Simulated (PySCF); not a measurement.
**Excited-state calculation of B₃PH₆O₂**

- system: B₃PH₆O₂, SMILES BOB(P)OB
- method: TDDFT CAM-B3LYP/def2-SVPD, vertical, gas phase, core orbitals frozen in the response (PySCF 2.14.0)

The geometry comes from this level: GFN2-xTB. It belongs to a series of runs on one base structure; here: H on B replaced by PH2.

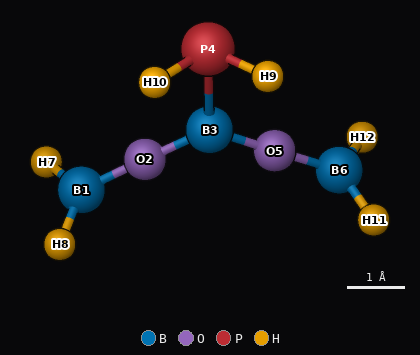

Fig. 1: The structure (ball-and-stick view, seen at a tilt; atoms are numbered from 1 in the order of the input). Bond lengths as drawn: B–H 1.18 Å, B–O 1.30 to 1.32 Å, B–P 1.96 Å and H–P 1.38 Å.

**Input file**
```
{"job": {"kind": "uv", "xc": "CAM-B3LYP", "basis": "def2-SVPD", "nstates": 8, "ntriplets": 3}, "charge": 0, "multiplicity": 1}
B     -2.207805    -1.128426     0.309661
O     -1.117372    -0.451561     0.075608
B     -0.015498     0.246653    -0.130753
P     -0.160214     2.045421    -0.892419
O      1.183096    -0.255005     0.105281
B      2.372277    -0.748843     0.315047
H     -2.684446    -1.774700    -0.554000
H     -2.704274    -1.070601     1.378927
H      0.767407     2.626779    -0.044207
H     -1.234352     2.433944    -0.110156
H      2.873553    -0.612985     1.374896
H      2.928826    -1.311361    -0.559754
```

The first line tells a small driver script what to run in PySCF; the rest is the geometry in Å.

Run on 1 CPU thread, shared host.

Command:
```bash
OMP_NUM_THREADS=1 python <driver script> task.json out
```

**The program's output**
```
coarse grid: 10776 points
cycle   1  E = -569.5290691310  dE =  8.370e-01  |g| = 7.934e-01  |ddm| = 4.859e+00
cycle   2  E = -569.4640539308  dE =  6.502e-02  |g| = 1.031e+00  |ddm| = 2.007e+00
cycle   3  E = -569.6499831456  dE = -1.859e-01  |g| = 4.936e-02  |ddm| = 9.676e-01
cycle   4  E = -569.6505779359  dE = -5.948e-04  |g| = 2.790e-02  |ddm| = 2.171e-01
cycle   5  E = -569.6508089376  dE = -2.310e-04  |g| = 3.389e-03  |ddm| = 7.838e-02
cycle   6  E = -569.6508127421  dE = -3.805e-06  |g| = 9.907e-04  |ddm| = 1.086e-02
final grid: 100200 points
cycle   7  E = -569.7436782029  dE = -3.628e-05  |g| = 1.530e-03  |ddm| = 7.784e-02
cycle   8  E = -569.7436787238  dE = -5.209e-07  |g| = 1.425e-03  |ddm| = 9.572e-03
cycle   9  E = -569.7436790780  dE = -3.542e-07  |g| = 2.700e-04  |ddm| = 1.868e-03
cycle  10  E = -569.7436791013  dE = -2.321e-08  |g| = 1.354e-04  |ddm| = 8.445e-04
cycle  11  E = -569.7436791055  dE = -4.208e-09  |g| = 2.600e-05  |ddm| = 2.798e-04
cycle  12  E = -569.7436791057  dE = -2.271e-10  |g| = 9.138e-06  |ddm| = 7.386e-05
```

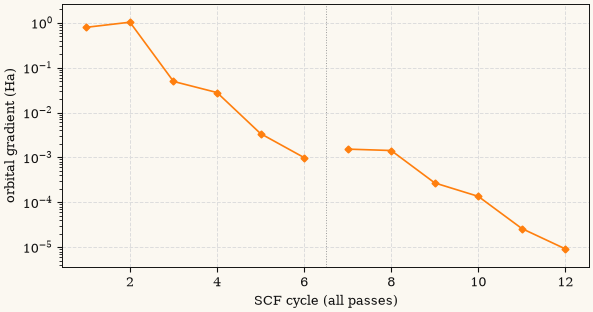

Fig. 2: Convergence of the self-consistent field: orbital gradient against the SCF cycle. The dotted line marks the change from a coarse to the final integration grid. The first 6 cycles use a coarse grid, the final grid takes over at cycle 7, and the field converges after 12 cycles in all.

```
converged SCF energy = -569.7436791057

Static polarisability (au): isotropic 77.910, principal 63.859 82.083 87.789

Singlet excitations
state   eV       nm        f      main configurations
  1   5.8404    212.3   0.00054   H-1->L 0.67, H-2->L+1 0.17
  2   5.9112    209.7   0.00924   H-1->L+1 0.49, H->L 0.21, H-2->L 0.19
  3   6.3745    194.5   0.06969   H->L 0.53, H->L+2 0.21, H-1->L+1 0.10
  4   6.7105    184.8   0.00755   H->L+2 0.33, H->L+3 0.27, H->L 0.15
  5   6.7407    183.9   0.00356   H->L+1 0.56, H->L+6 0.23
  6   7.0115    176.8   0.24871   H->L+3 0.57, H->L+2 0.26
  7   7.1210    174.1   0.07938   H->L+6 0.56, H->L+1 0.29
  8   7.7718    159.5   0.00875   H-1->L+2 0.90

Triplet excitations (Tamm-Dancoff, eV): 5.3310 5.3513 5.5227
```

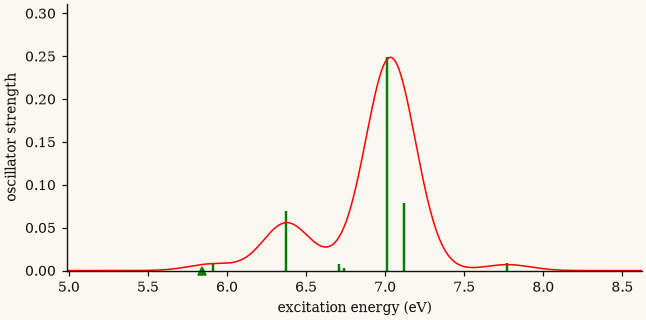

Fig. 3: Computed excitations as sticks (degenerate states added up, dark ones marked on the axis), with a Gaussian envelope of 0.35 eV full width at half maximum, scaled to the tallest. Of the 8 states the lowest lies at 5.84 eV (f = 0.001); the strongest line is at 7.01 eV, or 177 nm (f = 0.249).

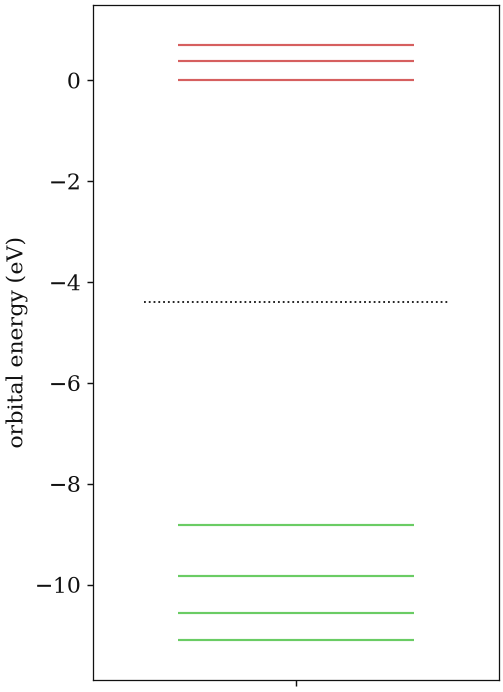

Fig. 4: Orbital energies near the frontier; the dotted line parts filled from empty levels, and levels within 0.02 eV of each other stand side by side. Highest filled −8.81 eV, lowest empty 0.00 eV, 8.81 eV apart.

**Key numbers**

```json
{"quantity": "outcome", "value": "converged"}
{"quantity": "total energy", "value": "−569.743679 hartree"}
{"quantity": "HOMO", "value": "−8.81 eV"}
{"quantity": "LUMO", "value": "0.00 eV"}
{"quantity": "dipole moment", "value": "0.69 D"}
{"quantity": "mean polarisability", "value": "77.91 a.u."}
{"quantity": "lowest singlet excitation", "value": "5.84 eV"}
{"quantity": "wall time", "value": "30 s"}
{"quantity": "peak memory", "value": "0.75 GiB"}
```
